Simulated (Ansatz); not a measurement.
**CAM-B3LYP/STO-3G run of BSiH5 (boranylsilane)**

What is the energy change on altering one bond length of BSiH5 (boranylsilane) at CAM-B3LYP/STO-3G? 

The results are computed with Ansatz 0.2.0.

47 further runs of the same task are left out: 47 set aside as unsound or not needed.

### Step 1. The system as given

The species is BSiH5 (7 atoms), meant as a singlet with charge 0. SMILES: `B[SiH3]`. The coordinates come from a PBE0-D4/def2-TZVP relaxation.

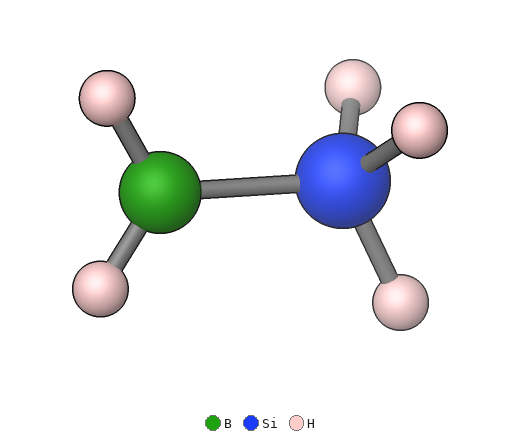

Viewed from a chosen angle; boron green, silicon blue, hydrogen pink.

### Step 2. The energy at CAM-B3LYP/STO-3G

File molecule.yaml:

```yaml
crystal:
  periodic: [false, false, false]
  atoms:
    - {symbol: B, position_ang: [-0.043200, -1.189000, 0.204300]}
    - {symbol: Si, position_ang: [0.089100, 0.785300, -0.148500]}
    - {symbol: H, position_ang: [-1.126000, -1.690600, 0.290100]}
    - {symbol: H, position_ang: [0.906400, -1.902500, 0.335400]}
    - {symbol: H, position_ang: [-0.616000, 1.093400, -1.427200]}
    - {symbol: H, position_ang: [-0.623600, 1.516700, 0.939600]}
    - {symbol: H, position_ang: [1.474500, 1.318800, -0.239500]}
basis:
  gaussian:
    orbitals: STO-3G
hamiltonian:
  xc: {name: CAM-B3LYP}
accuracy: high
```

The run is started by

```bash
ansatz run molecule.yaml --threads 1 --pin off --max-ram 2610MiB --events-out events.jsonl --progress --plain --runs-dir runs
```

Output:

```text
Warning: RAYON_NUM_THREADS=1 ignored (pool sized by the plan → 1); use --threads N
Functional definition: CAM-B3LYP
  name "CAM-B3LYP"
  parameter alpha = 0.19
  parameter beta = 0.46
  parameter omega = 0.33/bohr
  parameter ac = 0.81
  exchange = (1 - alpha - beta)*b88_x + beta*b88_x_sr(omega) + alpha*exact_x + beta*exact_x_lr(omega)
  correlation = (1 - ac)*vwn5_c + ac*lyp_c
334 factors; integrals over basis functions are off by at most 1.3e-8 eV
175 factors; integrals over basis functions are off by at most 1.3e-9 eV
mean field evaluation 1: about -8532.4413 eV, gradient 1.2e1 eV
mean field evaluation 2: about -8532.9950 eV, gradient 4.6e0 eV
mean field evaluation 4: about -8533.0707 eV, gradient 9.4e-3 eV
mean field evaluation 8: about -8532.9931 eV, gradient 4.0e-4 eV
mean field evaluation 16: about -8532.9931 eV, gradient 1.8e-8 eV
mean field -8532.99308519 eV, -313.5817120103 hartree, gradient 1.8e-8 eV, S^2 0.000000; 0 other end points of the search recorded, 0 dependent functions left out
reference -8532.99309921 eV, -313.5817125254 hartree; 12, 12 occupied and 7, 7 virtual orbitals, 334 factors
Total energy: -8532.99309921 eV, -313.5817125254 hartree
```

It took 1.2 s on 1 thread of Arm Neoverse V2, shared host; peak memory 0.1 GiB.

### Step 3. The distorted shape at the same level

File molecule.yaml:

```yaml
basis:
  gaussian: {orbitals: STO-3G}
crystal:
  periodic: [false, false, false]
  atoms:
    - {symbol: B, position_ang: [-0.280567, -1.010650, 0.171530]}
    - {symbol: Si, position_ang: [-0.148267, 0.963650, -0.181270]}
    - {symbol: H, position_ang: [-1.363367, -1.512250, 0.257330]}
    - {symbol: H, position_ang: [0.906400, -1.902500, 0.335400]}
    - {symbol: H, position_ang: [-0.853367, 1.271750, -1.459970]}
    - {symbol: H, position_ang: [-0.860967, 1.695050, 0.906830]}
    - {symbol: H, position_ang: [1.237133, 1.497150, -0.272270]}
hamiltonian: {xc: {name: CAM-B3LYP}}
accuracy: high
```

The run is started by

```bash
ansatz run molecule.yaml --threads 1 --pin off --max-ram 2610MiB --events-out events.jsonl --progress --plain --runs-dir runs
```

Output:

```text
Warning: RAYON_NUM_THREADS=1 ignored (pool sized by the plan → 1); use --threads N
Functional definition: CAM-B3LYP
  name "CAM-B3LYP"
  parameter alpha = 0.19
  parameter beta = 0.46
  parameter omega = 0.33/bohr
  parameter ac = 0.81
  exchange = (1 - alpha - beta)*b88_x + beta*b88_x_sr(omega) + alpha*exact_x + beta*exact_x_lr(omega)
  correlation = (1 - ac)*vwn5_c + ac*lyp_c
334 factors; integrals over basis functions are off by at most 9.9e-9 eV
177 factors; integrals over basis functions are off by at most 1.2e-9 eV
mean field evaluation 1: about -8531.1735 eV, gradient 1.4e1 eV
mean field evaluation 2: about -8531.8693 eV, gradient 6.1e0 eV
mean field evaluation 4: about -8532.0139 eV, gradient 2.2e-1 eV
mean field evaluation 8: about -8531.9197 eV, gradient 1.4e-3 eV
mean field evaluation 16: about -8531.9197 eV, gradient 3.0e-8 eV
mean field -8531.91965547 eV, -313.5422641957 hartree, gradient 3.0e-8 eV, S^2 0.000000; 0 other end points of the search recorded, 0 dependent functions left out
reference -8531.91966969 eV, -313.5422647184 hartree; 12, 12 occupied and 7, 7 virtual orbitals, 334 factors
Total energy: -8531.91966969 eV, -313.5422647184 hartree
```

Run time: 1.1 s. Hardware: 1 thread of Arm Neoverse V2, shared host; peak memory 0.1 GiB.

### Step 4. What came out

At CAM-B3LYP/STO-3G:

```
                                                         quantity          value
                                        first shape: total energy  -313.58171 Eh
                                    distorted shape: total energy  -313.54226 Eh
energy change with the B1–H4 bond stretched from 1.195 to 1.494 Å       1.073 eV
```

**Reading.** With the B1–H4 bond stretched from 1.195 to 1.494 Å the energy rises by 1.07 eV (104 kJ/mol). The first shape isn't relaxed at this level, so the change isn't measured from a minimum. The minimal basis adds a large error of its own.
